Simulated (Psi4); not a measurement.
Single-point calculation of C4H5N (charge +1) (part 2 of 2)

Continued. System: C4H5N, charge +1, multiplicity 2. Method: CCSD/def2-SVP, UHF (Psi4 1.11). The geometry is that of the parent species in another charge or spin state. The geometry comes from this level: PBE0-D4/def2-TZVP.

Geometry of the input (Å):
```
C  -1.1298  -0.6883  -0.7264
C  -0.3315  -0.7367  0.3267
C  0.7195  0.2787  0.6745
C  0.8116  1.3772  -0.2721
N  0.8739  2.2389  -1.0297
H  -1.0789  0.1233  -1.4449
H  -1.8630  -1.4655  -0.9028
H  -0.4030  -1.5612  1.0305
H  0.5244  0.6970  1.6686
H  1.7020  -0.2028  0.7388
```

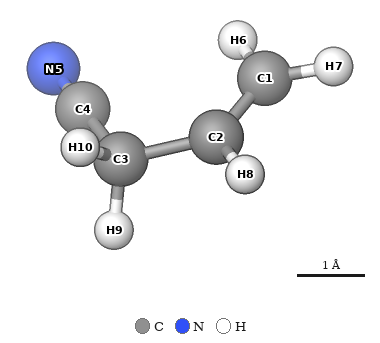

Figure 1. The structure (ball-and-stick view, seen at a tilt; atoms are numbered from 1 in the order of the input).

## Log, continued
```
	IRREP	# MOs	# FZDC	# DOCC	# SOCC	# VIRT	# FZVR
	-----	-----	------	------	------	------	------
	 A	   95	    5	    12	    1	    77	    0
	Transforming integrals...
	IWL integrals will be deleted.
	(OO|OO)...
	Presorting SO-basis two-electron integrals.
	Sorting File: SO Ints (nn|nn) nbuckets = 1
	Constructing frozen core operators
	Starting AA/AB first half-transformation.
	Sorting AA/AB half-transformed integrals.
	Starting BB first half-transformation.
	Sorting BB half-transformed integrals.
	First half integral transformation complete.
	Starting AA second half-transformation.
	Starting AB second half-transformation.
	Starting BB second half-transformation.
	Two-electron integral transformation complete.
	(OO|OV)...
	Starting AA second half-transformation.
	Starting AB second half-transformation.
	Starting BB second half-transformation.
	Two-electron integral transformation complete.
	(OO|VV)...
	Starting AA second half-transformation.
	Starting AB second half-transformation.
	Starting BB second half-transformation.
	Two-electron integral transformation complete.
	(OV|OO)...
	Starting AA/AB first half-transformation.
	Sorting AA/AB half-transformed integrals.
	Starting BB first half-transformation.
	Sorting BB half-transformed integrals.
	First half integral transformation complete.
	Starting AA second half-transformation.
	Starting AB second half-transformation.
	Starting BB second half-transformation.
	Two-electron integral transformation complete.
	(OV|OV)...
	Starting AA second half-transformation.
	Starting AB second half-transformation.
	Starting BB second half-transformation.
	Two-electron integral transformation complete.
	(OV|VV)...
	Starting AA second half-transformation.
	Starting AB second half-transformation.
	Starting BB second half-transformation.
	Two-electron integral transformation complete.
	(VV|OO)...
	Starting AA/AB first half-transformation.
	Sorting AA/AB half-transformed integrals.
	Starting BB first half-transformation.
	Sorting BB half-transformed integrals.
	First half integral transformation complete.
	Starting AA second half-transformation.
	Starting AB second half-transformation.
	Starting BB second half-transformation.
	Two-electron integral transformation complete.
	(VV|OV)...
	Starting AA second half-transformation.
	Starting AB second half-transformation.
	Starting BB second half-transformation.
	Two-electron integral transformation complete.
	(VV|VV)...
	Starting AA second half-transformation.
	Starting AB second half-transformation.
	Starting BB second half-transformation.
	Two-electron integral transformation complete.
	Frozen core energy     =   -242.51411629108830

	Size of irrep 0 of <AB|CD> integrals:      8.561 (MW) /     68.492 (MB)
	Total:                                     8.561 (MW) /     68.492 (MB)

	Size of irrep 0 of <ab|cd> integrals:      9.018 (MW) /     72.144 (MB)
	Total:                                     9.018 (MW) /     72.144 (MB)

	Size of irrep 0 of <Ab|Cd> integrals:     36.072 (MW) /    288.576 (MB)
	Total:                                    36.072 (MW) /    288.576 (MB)

	Size of irrep 0 of <IA|BC> integrals:      5.935 (MW) /     47.479 (MB)
	Total:                                     5.935 (MW) /     47.479 (MB)

	Size of irrep 0 of <ia|bc> integrals:      5.695 (MW) /     45.557 (MB)
	Total:                                     5.695 (MW) /     45.557 (MB)

	Size of irrep 0 of <Ia|Bc> integrals:      6.090 (MW) /     48.721 (MB)
	Total:                                     6.090 (MW) /     48.721 (MB)

	Size of irrep 0 of <iA|bC> integrals:      5.550 (MW) /     44.396 (MB)
	Total:                                     5.550 (MW) /     44.396 (MB)

	Size of irrep 0 of tIjAb amplitudes:       0.937 (MW) /      7.495 (MB)
	Total:                                     0.937 (MW) /      7.495 (MB)

	Nuclear Rep. energy          =    143.41120994830212
	SCF energy                   =   -208.30731943269444
	One-electron energy          =   -194.68632697959180
	Two-electron (AA) energy     =     20.58588422254173
	Two-electron (BB) energy     =     17.32924485273032
	Two-electron (AB) energy     =     47.56678481441145
	Two-electron energy          =     85.48191388968350
	Reference energy             =   -208.30731943269450

	total time  =          9 seconds =       0.15 minutes
            **************************
            *                        *
            *        CCENERGY        *
            *                        *
            **************************

    Nuclear Rep. energy (wfn)     =  143.411209948302115
    SCF energy          (wfn)     = -208.307319432694442
    Reference energy    (file100) = -208.307319432694499

    Input parameters:
    -----------------
    Wave function   =     CCSD
    Reference wfn   =     UHF
    Brueckner       =     No
    Memory (Mbytes) =     1600.0
    Maxiter         =    200
    R_Convergence   =     1.0e-07
    E_Convergence   =     1.0e-09
    Restart         =     Yes
    DIIS            =     Yes
    AO Basis        =     NONE
    ABCD            =     NEW
    Cache Level     =     2
    Cache Type      =     LRU
    Print Level     =     1
    Num. of threads =     1
    # Amps to Print =     10
    Print MP2 Amps? =     No
    Analyze T2 Amps =     No
    Print Pair Ener =     No
    Local CC        =     No
    SCS-MP2         =     False
    SCSN-MP2        =     False
    SCS-CCSD        =     False

MP2 correlation energy -0.6302410107324480
                Solving CC Amplitude Equations
                ------------------------------
  Iter             Energy              RMS        T1Diag      D1Diag    New D1Diag    D2Diag
  ----     ---------------------    ---------   ----------  ----------  ----------   --------
     0        -0.630241010732448    0.000e+00    0.000000    0.000000    0.000000    0.000000
     1        -0.649471016427886    1.044e-01    0.014453    0.000000    0.000000    0.000000
     2        -0.669560078375754    3.249e-02    0.015829    0.000000    0.000000    0.000000
     3        -0.674371731188310    1.967e-02    0.019297    0.000000    0.000000    0.000000
     4        -0.674678583629649    8.774e-03    0.021159    0.000000    0.000000    0.000000
     5        -0.674733478005290    7.721e-03    0.022562    0.000000    0.000000    0.000000
     6        -0.674777584890667    4.695e-03    0.024204    0.000000    0.000000    0.000000
     7        -0.674777061031993    2.930e-03    0.024993    0.000000    0.000000    0.000000
     8        -0.674807471594531    1.476e-03    0.025508    0.000000    0.000000    0.000000
     9        -0.674815131881191    6.532e-04    0.025575    0.000000    0.000000    0.000000
    10        -0.674807057800053    4.149e-04    0.025674    0.000000    0.000000    0.000000
    11        -0.674816077918289    1.467e-04    0.025676    0.000000    0.000000    0.000000
    12        -0.674815016481061    4.881e-05    0.025689    0.000000    0.000000    0.000000
    13        -0.674815278570042    1.670e-05    0.025684    0.000000    0.000000    0.000000
    14        -0.674816037927886    7.363e-06    0.025686    0.000000    0.000000    0.000000
    15        -0.674815935435531    2.766e-06    0.025685    0.000000    0.000000    0.000000
    16        -0.674815953335418    1.263e-06    0.025685    0.000000    0.000000    0.000000
    17        -0.674815962907496    5.882e-07    0.025685    0.000000    0.000000    0.000000
    18        -0.674815965622699    2.432e-07    0.025685    0.000000    0.000000    0.000000
    19        -0.674815964735894    1.117e-07    0.025685    0.000000    0.000000    0.000000
    20        -0.674815964701054    6.982e-08    0.025685    0.000000    0.000000    0.000000

    Iterations converged.

    Largest TIA Amplitudes:
             12  23         0.0132564724
             12  31        -0.0124670333
             12  18        -0.0117622238
              6   0        -0.0114463711
             11  27        -0.0113607745
             10   8         0.0111488175
              9  13         0.0107736338
             10  19         0.0087954955
             12   0         0.0081538087
             12  17        -0.0080996805

    Largest Tia Amplitudes:
             11   0         0.0773822228
              7   0        -0.0621068318
             11  18        -0.0208375885
             11   3         0.0158924942
              7   1         0.0136275777
              7  15        -0.0121572337
             11   1        -0.0120404489
              9   9         0.0111145296
             11  32         0.0105689810
             10  28        -0.0105451277

    Largest TIJAB Amplitudes:
     12  11   5   2        -0.0190452941
     12  11   7   5        -0.0160013084
      9   8  10   0         0.0146492952
      9   5   8   0        -0.0124468657
      9   5  29   0        -0.0120441401
     12  11   4   2         0.0108749961
     12  11   2   1         0.0107647365
      9   3  12   0         0.0105030154
      9   7  29   0         0.0103185567
      9   4   8   0        -0.0097415747

    Largest Tijab Amplitudes:
     11  10   5   3        -0.0198407802
     11  10   8   5        -0.0165070408
     11  10   3   2        -0.0111160677
      8   7  11   0         0.0108912843
     11  10   6   3         0.0104546422
     11  10   8   2         0.0088110261
     11  10  11   3         0.0087133441
     11  10   8   6         0.0082661970
     11  10  32   5        -0.0082571491
     11   9  29  18         0.0081930057

    Largest TIjAb Amplitudes:
     12  11   2   3         0.0570144260
     11  10   5   5         0.0458075585
     12  11   7   3        -0.0447853172
     12  11   2   8        -0.0437245497
     12  11   7   8         0.0392355536
     12  10   2   5        -0.0317123928
     11  11   5   3        -0.0312227848
     11  10   4   5        -0.0294553754
     12  10   7   5         0.0272695146
     11  10   5   2        -0.0252429411

    SCF energy       (wfn)                    = -208.307319432694442
    Reference energy (file100)                = -208.307319432694499

    Opposite-spin MP2 correlation energy      =   -0.476126924276034
    Same-spin MP2 correlation energy          =   -0.154114086456414
    Singles MP2 correlation energy            =   -0.000000000000000
    MP2 correlation energy                    =   -0.630241010732448
      * MP2 total energy                      = -208.937560443426946

    Opposite-spin CCSD correlation energy     =   -0.535898244313642
    Same-spin CCSD correlation energy         =   -0.138917720387413
    Singles CCSD correlation energy           =    0.000000000000000
    CCSD correlation energy                   =   -0.674815964701054
      * CCSD total energy                     = -208.982135397395552

  Variable Map:
  ----------------------------------------------------------------------------
  "CC D1 DIAGNOSTIC"                      =>       0.000000000000
  "CC D2 DIAGNOSTIC"                      =>       0.000000000000
  "CC NEW D1 DIAGNOSTIC"                  =>       0.000000000000
  "CC T1 DIAGNOSTIC"                      =>       0.025685269714
  "CCSD CORRELATION ENERGY"               =>      -0.674815964701
  "CCSD DOUBLES ENERGY"                   =>      -0.674815964701
  "CCSD ITERATIONS"                       =>      20.000000000000
  "CCSD OPPOSITE-SPIN CORRELATION ENERGY" =>      -0.535898244314
  "CCSD SAME-SPIN CORRELATION ENERGY"     =>      -0.138917720387
  "CCSD SINGLES ENERGY"                   =>       0.000000000000
  "CCSD TOTAL ENERGY"                     =>    -208.982135397396
  "CURRENT CORRELATION ENERGY"            =>      -0.674815964701
  "CURRENT ENERGY"                        =>    -208.982135397396
  "CURRENT REFERENCE ENERGY"              =>    -208.307319432694
  "DD SOLVATION ENERGY"                   =>       0.000000000000
  "HF KINETIC ENERGY"                     =>     207.607861881237
  "HF POTENTIAL ENERGY"                   =>    -415.915181313932
  "HF TOTAL ENERGY"                       =>    -208.307319432694
  "HF VIRIAL RATIO"                       =>       2.003369128438
  "MP2 CORRELATION ENERGY"                =>      -0.630241010732
  "MP2 DOUBLES ENERGY"                    =>      -0.630241010732
  "MP2 OPPOSITE-SPIN CORRELATION ENERGY"  =>      -0.476126924276
  "MP2 SAME-SPIN CORRELATION ENERGY"      =>      -0.154114086456
  "MP2 SINGLES ENERGY"                    =>      -0.000000000000
  "MP2 TOTAL ENERGY"                      =>    -208.937560443427
  "NUCLEAR REPULSION ENERGY"              =>     143.411209948302
  "ONE-ELECTRON ENERGY"                   =>    -555.952516102242
  "PCM POLARIZATION ENERGY"               =>       0.000000000000
  "PE ENERGY"                             =>       0.000000000000
  "SCF ITERATION ENERGY"                  =>    -208.307319432694
  "SCF ITERATIONS"                        =>      22.000000000000
  "SCF TOTAL ENERGY"                      =>    -208.307319432694
  "TWO-ELECTRON ENERGY"                   =>     204.233986721245

  Array Variable Map:
  ----------------------------------------------------------------------------
  "CURRENT DIPOLE"                        =>       0.006640111811 ... 0.108386739131 1 by 3
  "SCF DIPOLE"                            =>       0.006640111811 ... 0.108386739131 1 by 3
  "SCF TOTAL ENERGIES"                    =>    -207.577757649060 ... -208.307319432694 1 by 23

    Psi4 run time: 0:01:19.62
```

## Results in brief

```csv
quantity,value
outcome,converged
total energy,−208.982135 hartree
SCF energy,−208.307319 hartree
MP2 energy,−208.937560 hartree
CCSD energy,−208.982135 hartree
correlation energy,−0.674816 hartree
basis functions,95
T1 diagnostic,0.026
⟨S²⟩,0.755
wall time,81 s
peak memory,0.75 GiB
```
